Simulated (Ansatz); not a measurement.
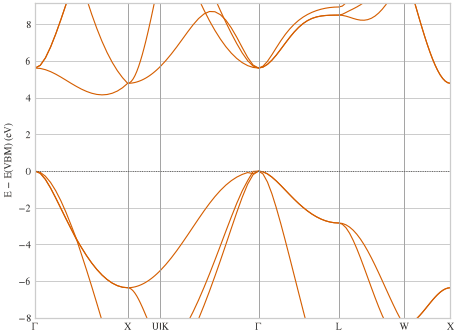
*Band structure from PBE+D3(BJ) (plane waves, PAW; program Ansatz)*

Problem. Read off the gap and where the band edges lie.

Solution. About 4.2 eV (4.15 eV by a search for the band edges); maximum at Γ, minimum on the Γ–X line, 73 % of the way from Γ.

The material is C (diamond, Fd-3m).

The PBE+D3(BJ) relaxation kept the symmetry of its start; phonons on a q-mesh show no instability. The volume moved by -27 % from the start of the relaxation.

Potentials: the later of the program's two PAW sets.
